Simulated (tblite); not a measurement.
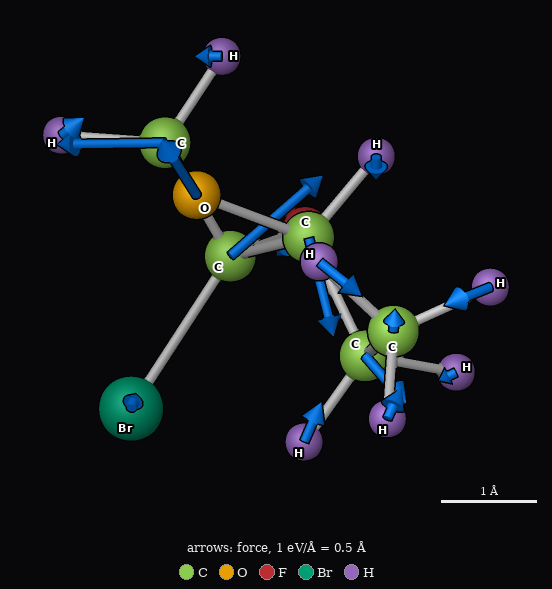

Starting geometry of C5H8BrFO with the computed forces as blue arrows. The picture is a ball-and-stick view, seen from a free direction.

The calculation used GFN2-xTB geometry optimisation, gas phase (tblite). 

Is this structure relaxed? If not, where do the atoms go?

Answer. It isn't relaxed: the largest force vector, on a C atom, is 2.74 eV/Å. The final displacements have little in common with the starting forces (cosine between the two patterns 0.21). An H atom moves most after the best rigid fit: 0.86 Å. By element the largest moves are H 0.86 Å, Br 0.84 Å, O 0.52 Å, F 0.47 Å, C 0.32 Å. Some distances before and after: C–O 1.394 → 1.438 Å, Br–C 1.917 → 1.947 Å, C–C 1.488 → 1.518 Å, C–H 1.119 → 1.092 Å. Bond angles that change, for instance: F–C–Br 116.8° → 106.5°, C–C–C 78.1° → 85.8°, C–O–C 87.1° → 93.4°. Groups turn about C–O by about 35°, C–C by about 35°, C–C by about 30°. Over 83 geometry steps the energy falls by 1.088 eV.
